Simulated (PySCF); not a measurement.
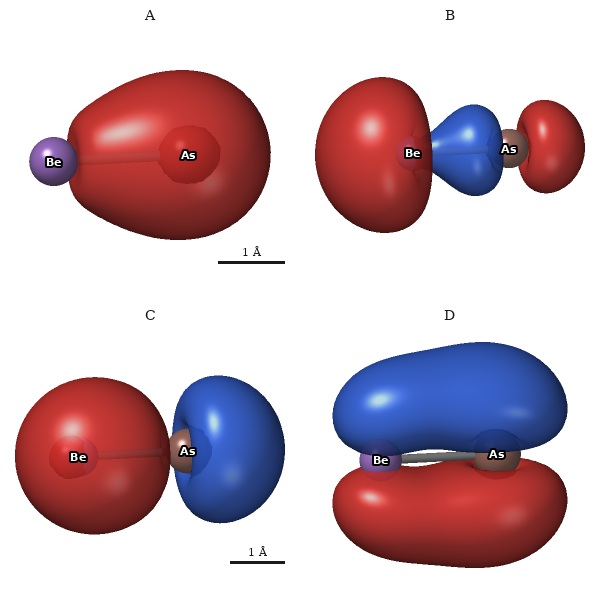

*BeAs (charge +1, triplet). Four frontier β-spin orbitals, each drawn at the value that holds 80 % of its norm (red and blue are the two phases), in no order; of a degenerate pair one member is drawn.*

Method: PBE0/def2-TZVP, non-relativistic Hamiltonian with scalar-relativistic core potentials where named, at a bond length of 2.130 Å in PySCF 2.14.0.

Question: Label each orbital by symmetry, say whether it is occupied, and order them by energy.

Answer: Orbital A: σ, occupied in this spin, −20.93 eV; mainly on As (85 %).
Orbital C: σ, occupied in this spin, −13.91 eV; shared between the atoms (Be 40 %, As 60 %).
Orbital B: σ, empty in this spin, −9.53 eV; mainly on Be (80 %).
Orbital D: π, empty in this spin, −9.37 eV; bonding, with no node between the atoms.
